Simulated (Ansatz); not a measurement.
# linear In chain: period, moment and channels by functional

Aim: how far do the period, the moment and the conductance of the linear In chain depend on the functional, the datasets and spin-orbit coupling, and at what cost?

Calculated with Ansatz 0.2.0; DFT PBE, plane waves, PAW; relaxation of a chain's period, in the first sound run; inputs show where later runs differ.

### 1. Starting point

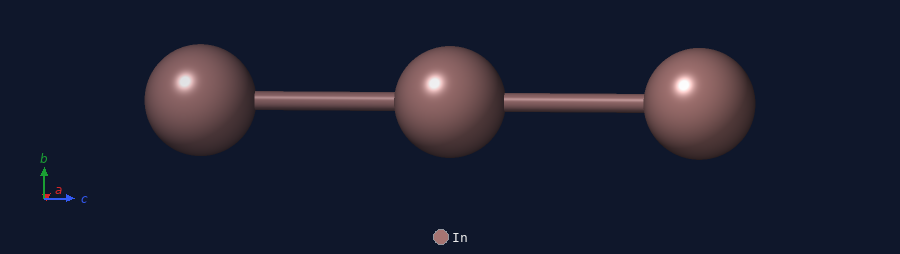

The cell as given, from the side, with the c axis across the page (indium brown). 1×1×2 cells are drawn. Some periodic images of atoms are drawn too.

The cell holds 1 atom: 1 In. Cell: a = 7.500 Å, b = 7.500 Å, c = 2.641 Å, α = 90.0°, β = 90.0°, γ = 90.0°. Vacuum lies along a and b. The structure's axis is c.

### 2. The relaxed wire, level PBE, cutoff 420 eV

Band widths follow the bond lengths, so the chain is relaxed first. The atoms and the third cell vector are free; the box across stays fixed as vacuum. Moments are seeded so that a magnetic state can form if it lies lower. A Fermi-Dirac smearing is set since the result may be a metal. The pressure printed is a third of the stress's trace over the whole box, vacuum included; only the stress along the axis is relaxed.

The input, input.yaml:

```yaml
crystal:
  lattice:
    - [7.5, 0.0, 0.0]
    - [0.0, 7.5, 0.0]
    - [0.0, 0.0, 2.6412]
  atoms:
    - { symbol: In, position: [0.5, 0.5, 0.0], spin: 0.5 }
magnetization:
  spin_polarized: true
kpoints:
  mp_grid: { grid: [1, 1, 31] }
scf:
  occupations: { method: fermi_dirac, width: 0.05 }
hamiltonian:
  xc: pbe
relax:
  cell: { fix: [a, b, alpha, beta, gamma] }
  max_steps: 60
```

Command:

```console
$ ansatz run input.yaml --threads 4 --pin off --max-ram 8192MiB --backend cpu --events-out ev --progress --plain --runs-dir out
```

Numbers of over 12 decimals in the logs are rounded to 6 here.

Output:

```text
Engine: ansatz 0.2.0, aarch64-unknown-linux-gnu
Pseudopotentials: kind: paw
Pseudopotential: In, paw, valence charge 13, recommended cutoff 420 eV (normal), In.paw.azcp
Functional definition: PBE
  parameter kappa = 0.804
  parameter beta = 0.066725
  exchange = pbe_x(kappa = kappa, mu = beta*pi^2/3)
  correlation = pbe_c(beta = beta)
Crystal: 1 atoms, lattice volume = 148.567 Å³
Basis set: ecut = 420 eV, 2929 PW (Γ), exchange–correlation on 108×108×36 points (8 copies of the dense FFT grid, shifted against one another)
Bands: 11, of which v1, the nominal top of the filled ones, is band 7 counted from 1 (6 counted from 0)
Symmetry: 16 space group operations
Space group: P4/mmm (ITA 123), of the structure as read, at distance tolerance 5.3e-5 Å
Magnetic group: BNS 123.339 (UNI 999), of the structure as read, at distance tolerance 5.3e-5 Å
k-points: 16 of 31
Non-local potential: In, projectors of the file, l = 0: 2, l = 1: 2, l = 2: 2, l = 3: 2
PAW form: soft (Blöchl's): semilocal exchange-correlation on the pseudo side does not see the compensation charge
PAW one-centre angular grid: In, 590 points (default); XC on 64 Gauss nodes
Initial density: superposition of atomic densities (neutral atoms: chi_scale 0, normalization atom)
Starting moments: Σ|m| = 0.5 μB on 1 of 1 site
Initial wavefunctions: pseudopotential atomic-orbital guess
Functional: x = pbe(κ = 0.804, μ = 0.219515), c = pbe(β = 0.066725)
iter 1 solved again at ethr=1.43e-3 eV; its pass at ethr=3.10e-3 eV (dr2=1.86e-1 eV) is discarded
SCF iter   1: F=—  HF=-5596.550849 eV  |F-HF|=—  |Δ(HF+E_count)|=         —  Δρ=1.19e-2 (↑1.19e-2 ↓1.04e-2)  dr2=1.89e-1  dr2_m=1.41e-1  M=0.083 μB ∫|m|=0.083 μB  β_m=0.30  ethr=1.43e-3  ⟨swp⟩=1.0  Hψ=2921  notcnv=0
preconditioner: auto → LDOS  [metal: Δε(μ)=0.072 eV  Ē_g=16.227 eV  σ=0.050 eV  W_gap=0.33  n_scr=12 (ndim 8)  ℏωp=11.0 eV  f_vac=0.601  D(μ)=1.51/eV (n_scr^D=8)]
spin=Collinear: LDOS preconditioning applied to the charge; magnetization (m = ρ↑ − ρ↓) channel mixes plain (no charge-response kernel on spin).
SCF iter   2: F=—  HF=-5596.533654 eV  |F-HF|=—  |Δ(HF+E_count)|=   1.72e-2  Δρ=7.96e-3 (↑7.96e-3 ↓7.76e-3)  dr2=9.62e-2  dr2_m=7.08e-2  M=0.070 μB ∫|m|=0.070 μB  β_m=0.30  ethr=1.43e-3  ⟨swp⟩=1.9  Hψ=430  notcnv=0
SCF iter   3: F=—  HF=-5596.512894 eV  |F-HF|=—  |Δ(HF+E_count)|=   2.08e-2  Δρ=5.91e-3 (↑4.49e-3 ↓5.91e-3)  dr2=1.06e-2  dr2_m=3.56e-2  M=0.060 μB ∫|m|=0.060 μB  β_m=0.30  ethr=7.40e-4  ⟨swp⟩=2.7  Hψ=712  notcnv=0
SCF iter   4: F=—  HF=-5596.518911 eV  |F-HF|=—  |Δ(HF+E_count)|=   6.02e-3  Δρ=3.93e-3 (↑3.93e-3 ↓3.39e-3)  dr2=2.87e-3  dr2_m=1.79e-2  M=0.052 μB ∫|m|=0.052 μB  β_m=0.30  ethr=8.12e-5  ⟨swp⟩=2.0  Hψ=705  notcnv=0
SCF iter   5: F=—  HF=-5596.520763 eV  |F-HF|=—  |Δ(HF+E_count)|=   1.85e-3  Δρ=2.71e-3 (↑2.71e-3 ↓2.48e-3)  dr2=9.77e-4  dr2_m=9.04e-3  M=0.045 μB ∫|m|=0.045 μB  β_m=0.30  ethr=2.21e-5  ⟨swp⟩=2.9  Hψ=591  notcnv=0
SCF iter   6: F=—  HF=-5596.522011 eV  |F-HF|=—  |Δ(HF+E_count)|=   1.25e-3  Δρ=1.84e-3 (↑1.84e-3 ↓1.83e-3)  dr2=5.06e-5  dr2_m=4.56e-3  M=0.039 μB ∫|m|=0.039 μB  β_m=0.30  ethr=7.52e-6  ⟨swp⟩=2.4  Hψ=599  notcnv=0
SCF iter   7: F=—  HF=-5596.522606 eV  |F-HF|=—  |Δ(HF+E_count)|=   5.95e-4  Δρ=1.30e-3 (↑1.30e-3 ↓1.30e-3)  dr2=1.87e-5  dr2_m=2.30e-3  M=0.034 μB ∫|m|=0.035 μB  β_m=0.30  ethr=3.89e-7  ⟨swp⟩=1.7  Hψ=421  notcnv=0
Mixer restart at iter 7: flushing history
spin-set hold released at iteration 7 (site moments contracting): the magnetisation degrees of freedom join the quasi-Newton model from the next iteration; the mixer history was flushed
SCF iter   8: F=—  HF=-5596.522915 eV  |F-HF|=—  |Δ(HF+E_count)|=   3.09e-4  Δρ=9.28e-4 (↑9.28e-4 ↓9.26e-4)  dr2=1.11e-5  dr2_m=1.17e-3  M=0.030 μB ∫|m|=0.030 μB  β_m=0.65  ethr=1.44e-7  ⟨swp⟩=1.3  Hψ=372  notcnv=0
SCF iter   9: F=—  HF=-5596.523336 eV  |F-HF|=—  |Δ(HF+E_count)|=   4.20e-4  Δρ=6.13e-5 (↑5.54e-5 ↓6.13e-5)  dr2=5.36e-7  dr2_m=4.58e-6  M=0.015 μB ∫|m|=0.016 μB  β_m=0.82  ethr=8.54e-8  ⟨swp⟩=2.5  Hψ=676  notcnv=0
SCF iter  10: F=—  HF=-5596.523368 eV  |F-HF|=—  |Δ(HF+E_count)|=   3.24e-5  Δρ=4.13e-5 (↑3.81e-5 ↓4.13e-5)  dr2=1.28e-7  dr2_m=2.14e-6  M=0.010 μB ∫|m|=0.011 μB  β_m=0.91  ethr=4.13e-9  ⟨swp⟩=2.6  Hψ=598  notcnv=0
SCF iter  11: F=—  HF=-5596.523395 eV  |F-HF|=—  |Δ(HF+E_count)|=   2.68e-5  Δρ=5.14e-6 (↑5.14e-6 ↓4.12e-6)  dr2=4.36e-8  dr2_m=1.63e-8  M=0.001 μB ∫|m|=0.001 μB  β_m=0.96  ethr=7.69e-10  ⟨swp⟩=5.8  Hψ=1253  notcnv=0
SCF iter  12: F=—  HF=-5596.523395 eV  |F-HF|=—  |Δ(HF+E_count)|=   2.28e-7  Δρ=2.53e-6 (↑2.53e-6 ↓2.48e-6)  dr2=3.10e-8  dr2_m=9.19e-10  M=0.000 μB ∫|m|=0.000 μB  β_m=0.82  ethr=3.35e-10  ⟨swp⟩=4.0  Hψ=1042  notcnv=0
SCF iter  13: F=—  HF=-5596.523395 eV  |F-HF|=—  |Δ(HF+E_count)|=  2.43e-10  Δρ=5.69e-7 (↑5.69e-7 ↓3.07e-7)  dr2=1.51e-9  dr2_m=1.30e-10  M=0.000 μB ∫|m|=0.000 μB  β_m=0.91  ethr=2.38e-10  ⟨swp⟩=3.8  Hψ=941  notcnv=0
SCF iter  14: F=-5596.523395 eV  HF=-5596.523395 eV  |F-HF|=2.46e-11  |Δ(HF+E_count)|=   2.28e-9  Δρ=8.34e-8 (↑8.34e-8 ↓6.35e-8)  dr2=7.84e-11  dr2_m=1.45e-12  M=0.000 μB ∫|m|=0.000 μB  ethr=1.16e-11  ⟨swp⟩=3.0  Hψ=813  notcnv=0
WARN: the starting moments were not kept: the SCF closed with an absolute magnetisation of 4.6e-6 μB, where they sum to 0.5 μB in size (1 site). That is at most 0.1 of that sum. Measured as dr2_m measures the in/out step, that magnetisation stands 1.1e-12 eV from none, at or under the dr2_threshold of 1.0e-7 eV: it is no larger than a step whose dr2_m would equal this threshold. The system may hold no moment; this SC [...]
SCF 1 converged in 14 iterations: F = -5596.523395 eV  dr2 = 7.84e-11
  greatest PAW one-centre occupation: 0.982 electrons in one spin orbital (limit 2), on the In atom at site 0 (counted from 0), in its partial waves of l = 2
relax step   1: F+E_penalty+E_count = -5596.52339507 eV  Δ(F+E_penalty+E_count) = +0.000e0 eV  max|allowed force component| = 0.000e0 eV/Å  Δτ_max = 0.0000 Å  P = +0.879 GPa  Ω = 148.567 Å³  fix = [a, b, alpha, beta, gamma]  reactions: a +0.205, b +0.205 GPa  (14 SCF iters, dr2 threshold 1.00e-7 eV, accepted)
Crystal: 1 atoms, lattice volume = 154.362 Å³
Basis set: ecut = 420 eV, 3073 PW (Γ), exchange–correlation on 108×108×36 points (8 copies of the dense FFT grid, shifted against one another)
Initial density: handed on by an earlier stage of this run
Starting moments: Σ|m| = 0.5 μB on 1 of 1 site; this step starts from the density that it was given
Initial wavefunctions: those handed on with the density
[...]
SCF iter   9: F=-5596.611584 eV  HF=-5596.611584 eV  |F-HF|=9.50e-10  |Δ(HF+E_count)|=   2.48e-9  Δρ=3.61e-7 (↑3.61e-7 ↓3.58e-7)  dr2=3.46e-13  dr2_m=1.90e-10  M=-0.004 μB ∫|m|=0.004 μB  β_m=0.99  ethr=1.00e-12  ⟨swp⟩=1.0  Hψ=1050  notcnv=0
iter 10 did not close the SCF: its close was put off for a magnetic moment that had not settled (scf_convergence_deferred on its scf_iter line)
SCF iter  10: F=-5596.611584 eV  HF=-5596.611584 eV  |F-HF|=8.87e-10  |Δ(HF+E_count)|=   4.55e-9  Δρ=3.48e-7 (↑3.48e-7 ↓3.48e-7)  dr2=4.36e-13  dr2_m=1.78e-10  M=-0.004 μB ∫|m|=0.004 μB  β_m=1.00  ethr=1.00e-12  ⟨swp⟩=1.0  Hψ=1087  notcnv=0
SCF iter  11: F=-5596.611584 eV  HF=-5596.611584 eV  |F-HF|=6.64e-11  |Δ(HF+E_count)|=   5.92e-8  Δρ=9.56e-8 (↑9.56e-8 ↓8.40e-8)  dr2=8.37e-12  dr2_m=9.81e-12  M=-0.001 μB ∫|m|=0.001 μB  ethr=1.00e-12  ⟨swp⟩=1.0  Hψ=1334  notcnv=0
the starting moments were not kept: the SCF closed with an absolute magnetisation of 1.0e-3 μB, where they sum to 0.5 μB in size (1 site). That is at most 0.1 of that sum. Measured as dr2_m measures the in/out step, that magnetisation stands 4.7e-8 eV from none, at or under the dr2_threshold of 1.0e-7 eV: it is no larger than a step whose dr2_m would equal this threshold.
SCF 3 converged in 11 iterations: F = -5596.611584 eV  dr2 = 8.37e-12
relax step   3: F+E_penalty+E_count = -5596.61158437 eV  Δ(F+E_penalty+E_count) = -3.801e-2 eV  max|allowed force component| = 0.000e0 eV/Å  Δτ_max = 0.0000 Å  P = +0.231 GPa  Ω = 160.757 Å³  energy of the carried Pulay correction = -7.615e-4 eV  fix = [a, b, alpha, beta, gamma]  reactions: a +0.169, b +0.169 GPa  (11 SCF iters, dr2 threshold 1.00e-7 eV, accepted)
[...]
relax step   4: F+E_penalty+E_count = -5596.61289766 eV  Δ(F+E_penalty+E_count) = -1.313e-3 eV  max|allowed force component| = 0.000e0 eV/Å  Δτ_max = 0.0000 Å  P = +0.059 GPa  Ω = 163.556 Å³  energy of the carried Pulay correction = -9.270e-4 eV  fix = [a, b, alpha, beta, gamma]  reactions: a +0.168, b +0.168 GPa  (11 SCF iters, dr2 threshold 1.00e-7 eV, accepted)
[...]
relax step   5: F+E_penalty+E_count = -5596.61343924 eV  Δ(F+E_penalty+E_count) = -5.416e-4 eV  max|allowed force component| = 0.000e0 eV/Å  Δτ_max = 0.0000 Å  P = +0.106 GPa  Ω = 162.690 Å³  energy of the carried Pulay correction = -8.762e-4 eV  fix = [a, b, alpha, beta, gamma]  reactions: a +0.168, b +0.168 GPa  (6 SCF iters, dr2 threshold 6.35e-8 eV, accepted)
Basis set: ecut = 420 eV, 3185 PW (Γ), exchange–correlation on 108×108×40 points (8 copies of the dense FFT grid, shifted against one another)
Initial wavefunctions: pseudopotential atomic-orbital guess (no wavefunctions were taken with the density)
iter 1 solved again at ethr=3.87e-7 eV; its pass at ethr=3.10e-3 eV (dr2=5.03e-5 eV) is discarded
SCF iter   1: F=—  HF=-5596.613848 eV  |F-HF|=—  |Δ(HF+E_count)|=         —  Δρ=2.45e-5 (↑2.45e-5 ↓2.45e-5)  dr2=7.29e-7  dr2_m=2.80e-12  M=0.000 μB ∫|m|=0.000 μB  β_m=0.30  ethr=3.87e-7  ⟨swp⟩=2.8  Hψ=3196  notcnv=0
preconditioner: auto → LDOS  [metal: Δε(μ)=0.107 eV  Ē_g=15.656 eV  σ=0.050 eV  W_gap=0.41  n_scr=12 (ndim 8)  ℏωp=10.5 eV  f_vac=0.627  D(μ)=2.26/eV (n_scr^D=8)]
spin=Collinear: LDOS preconditioning applied to the charge; magnetization (m = ρ↑ − ρ↓) channel mixes plain (no charge-response kernel on spin).
SCF iter   2: F=—  HF=-5596.613848 eV  |F-HF|=—  |Δ(HF+E_count)|=   1.02e-7  Δρ=1.58e-5 (↑1.58e-5 ↓1.58e-5)  dr2=2.64e-7  dr2_m=2.15e-12  M=0.000 μB ∫|m|=0.000 μB  β_m=0.50  ethr=5.61e-9  ⟨swp⟩=2.1  Hψ=558  notcnv=0
SCF iter   3: F=—  HF=-5596.613857 eV  |F-HF|=—  |Δ(HF+E_count)|=   8.61e-6  Δρ=3.55e-6 (↑3.54e-6 ↓3.55e-6)  dr2=1.23e-8  dr2_m=1.38e-12  M=0.000 μB ∫|m|=0.000 μB  β_m=0.59  ethr=2.03e-9  ⟨swp⟩=2.1  Hψ=574  notcnv=0
SCF iter   4: F=—  HF=-5596.613857 eV  |F-HF|=—  |Δ(HF+E_count)|=   2.10e-7  Δρ=3.32e-7 (↑3.31e-7 ↓3.32e-7)  dr2=2.34e-10  dr2_m=1.30e-12  M=0.000 μB ∫|m|=0.000 μB  β_m=0.77  ethr=9.44e-11  ⟨swp⟩=2.0  Hψ=570  notcnv=0
SCF iter   5: F=—  HF=-5596.613859 eV  |F-HF|=—  |Δ(HF+E_count)|=   2.40e-6  Δρ=7.55e-8 (↑7.55e-8 ↓6.02e-8)  dr2=8.55e-11  dr2_m=1.27e-12  M=0.000 μB ∫|m|=0.000 μB  β_m=0.89  ethr=1.80e-12  ⟨swp⟩=3.4  Hψ=656  notcnv=0
SCF iter   6: F=—  HF=-5596.613859 eV  |F-HF|=—  |Δ(HF+E_count)|=  8.95e-10  Δρ=5.03e-8 (↑5.03e-8 ↓2.91e-8)  dr2=3.44e-11  dr2_m=1.28e-12  M=0.000 μB ∫|m|=0.000 μB  β_m=0.94  ethr=1.00e-12  ⟨swp⟩=2.0  Hψ=412  notcnv=0
SCF iter   7: F=-5596.613859 eV  HF=-5596.613859 eV  |F-HF|=6.37e-12  |Δ(HF+E_count)|=  1.70e-10  Δρ=3.57e-8 (↑3.57e-8 ↓2.67e-8)  dr2=3.44e-12  dr2_m=1.33e-12  M=0.000 μB ∫|m|=0.000 μB  ethr=1.00e-12  ⟨swp⟩=3.5  Hψ=1333  notcnv=0
the starting moments were not kept: the SCF closed with an absolute magnetisation of 4.8e-4 μB, where they sum to 0.5 μB in size (1 site). That is at most 0.1 of that sum.
SCF 6 converged in 7 iterations: F = -5596.613859 eV  dr2 = 3.44e-12
relax step   6: F+E_penalty+E_count = -5596.61385917 eV  Δ(F+E_penalty+E_count) = -4.199e-4 eV  max|allowed force component| = 0.000e0 eV/Å  Δτ_max = 0.0000 Å  P = +0.104 GPa  Ω = 162.690 Å³  fix = [a, b, alpha, beta, gamma]  reactions: a +0.167, b +0.167 GPa  stress off target by 2.34e-2 GPa on what of the cell is left free  SCF on the basis re-selected at this cell (its energy is not comparable with the rows above)  (7 SCF iters)
basis re-selected at this cell: Δ(F+E_penalty+E_count) = -4.199e-4 eV, ΔP = -0.003 GPa vs the last step (what re-selecting the basis moved, of the pressure what is left beyond the Pulay correction that the steps carried, after the strain that the cell walked since its last selection, with what the two solves' SCF thresholds leave and, on support functions, any second-order correction that the steps lacked; it is no measure of the basis error at this ecutwfc). The dense FFT grid was sized anew with the basis: this SCF ran on 54×54×20 points, the steps before it on 54×54×18, so part of this shift can come from that change (see relax.cell in the input reference). [rest of the remark cut]
SCF converged after 7 iterations
Magnetization: 0.0005 μB (6.5002 up, 6.4998 down)
Absolute magnetization: 0.0005 μB (∫|ρ↑−ρ↓|, with the PAW one-centre terms)
Spin contamination: 0.0000 ħ² per cell (⟨S²⟩ above its minimum at these occupations)
Per-site moments (μB) at R_I (Å): [(0.000100827, 1.193062)]
Free energy (F): -5596.613859 eV
Harris-Foulkes:  -5596.613859 eV  (|F-HF|=6.37e-12)
Internal energy: -5596.595182 eV  (E = F + TS)
E sigma→0 (E₀):  -5596.604521 eV
Entropy (-TS):   -0.018677 eV (-18.677 meV/atom)
Fermi energy:    -1.149512 eV
--- Per-component energies (eV) ---
  E_band       = -173.940003
  E_kinetic    = 239.867277
  E_local      = -2491.471922  (includes V_loc(G=0)·N_el)
  E_nonlocal   = 365.517715
  E_hartree    = 1053.626966
  E_xc         = -214.760056
  E_vxc        = -98.067689  (∫ρ·V_xc dr)
  E_paw        = -4150.887999  (= ΣΔE_a)
  E_vpaw       = -297.039237  (= ΣTr[D̂ρ^β])
  E_aug_tail   = 0.000026  (compensation charges beyond the density's cutoff)
  E_ewald      = -398.487189
  E_smearing   = -0.018677  (= −TS)
  E_closure    = 0.000000  (closes the sum)
  Σ components = -5596.613859   (vs F -5596.613859, Δ=0.00e0)
--- Forces (eV/Å), atoms counted from 1 ---
  atom   1  In     0.00000000     0.00000000     0.00000000
  max |Σ_I F_I| component: 0.00e0 eV/Å
--- Stress (GPa, compression-positive) ---
        0.166979       0.000000       0.000000
        0.000000       0.166979       0.000000
        0.000000       0.000000      -0.023358
  P = ⅓ Tr σ = 0.1035 GPa (1.035 kbar)
--- Relaxed structure (5 steps of the walk, 5 accepted, 1 SCFs on fresh bases) ---
  F+E_penalty+E_count = -5596.61385917 eV   max|allowed force component| = 0.000e0 eV/Å   (the final SCF, on the basis selected at the relaxed cell)
  cell:  # Å, volume = 162.6903 Å³
    - [7.5, 0.0, 0.0]
    - [0.0, 7.5, 0.0]
    - [0.0, 0.0, 2.892272]
  atoms:
    - { symbol: In, position: [0.5, 0.5, 0.0] }
```

The job ended after 17 s (4 threads of Arm Neoverse V2, shared host; peak memory 0.39 GiB).

Relaxation path:

| step | energy less that of the first step (eV) | largest force component (eV/Å) | pressure (GPa) | volume (Å³) |
| --- | --- | --- | --- | --- |
| 1 | 0.0000 | 0.0000 | 0.88 | 148.57 |
| 2 | -0.0502 | 0.0000 | 0.51 | 154.36 |
| 3 | -0.0882 | 0.0000 | 0.23 | 160.76 |
| 4 | -0.0895 | 0.0000 | 0.06 | 163.56 |
| 5 | -0.0900 | 0.0000 | 0.11 | 162.69 |
| 6* | -0.0905 | 0.0000 | 0.10 | 162.69 |

Relaxation steps marked * repeat the geometry before them on a plane-wave basis chosen anew for their cell, so energy and pressure can jump there.

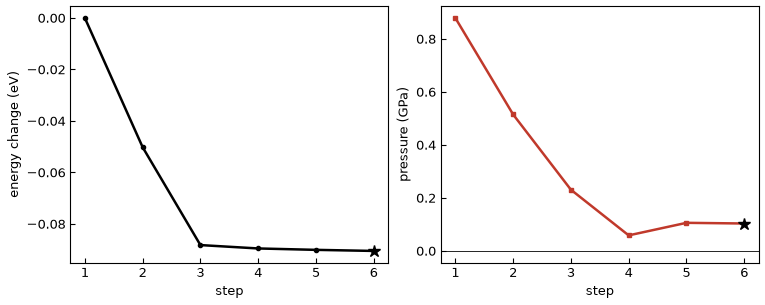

Energy and pressure along the relaxation. Stars mark steps on a basis chosen anew.

| cell as run | before | after | change |
| --- | --- | --- | --- |
| c (Å) | 2.641 | 2.892 | +9.5 % |

Final coordinates:

```cif
data_structure
_symmetry_space_group_name_H-M 'P 1'
_symmetry_Int_Tables_number 1
_cell_length_a 7.5000
_cell_length_b 7.5000
_cell_length_c 2.8923
_cell_angle_alpha 90.000
_cell_angle_beta 90.000
_cell_angle_gamma 90.000
_cell_volume 162.69
loop_
_atom_site_label
_atom_site_type_symbol
_atom_site_fract_x
_atom_site_fract_y
_atom_site_fract_z
_atom_site_occupancy
In1 In 0.50000 0.50000 0.00000 1
```

Numbers from this step:

* energy at zero smearing: -5596.6045 eV
* cell length along the wire: 2.892 Å

The cell's length comes to 2.892 Å with no moment.

(Continued in part 2 of 3.)

[Logs are printed without paths, hosts, clocks, repeated set-up lines and the standing remarks that a program may print on its own settings, such as how far it seeks lower states.]

[Hosts, paths, dates, database ids (printed as entryN), source tags and the programs' standing remarks are cut or masked in the printed files.]
